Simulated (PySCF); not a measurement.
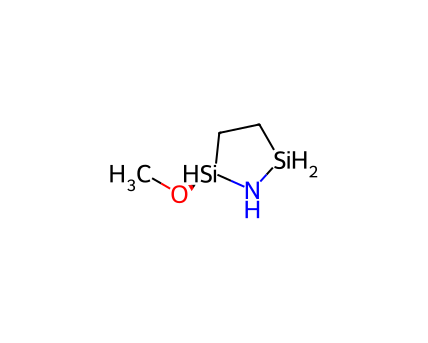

The geometry was computed by an optimisation with GFN2-xTB. No frequency run is at hand to confirm it as a minimum. Level of theory: CAM-B3LYP/def2-SVPD, gas phase (PySCF 2.14.0). Excitations: vertical, linear response.

Predict the main results.

The species is C3H11NOSi2 (`CO[Si@H]1CC[SiH2]N1`).
- dipole moment: 1.10 D
- HOMO energy (Kohn–Sham orbital): −8.50 eV
- LUMO energy (Kohn–Sham orbital): 1.08 eV
- HOMO–LUMO gap: 9.58 eV
- mean static polarisability: 93.1 bohr³
- lowest vertical singlet excitation: 6.38 eV
- its oscillator strength: 0.011
- brightest of the 8 lowest singlets: 7.85 eV
- its oscillator strength: 0.04

The geometry is semi-empirical. Around Si such bond lengths and angles can be off by a tenth of an ångström or more and by several degrees, and values that hang on the shape move with them.
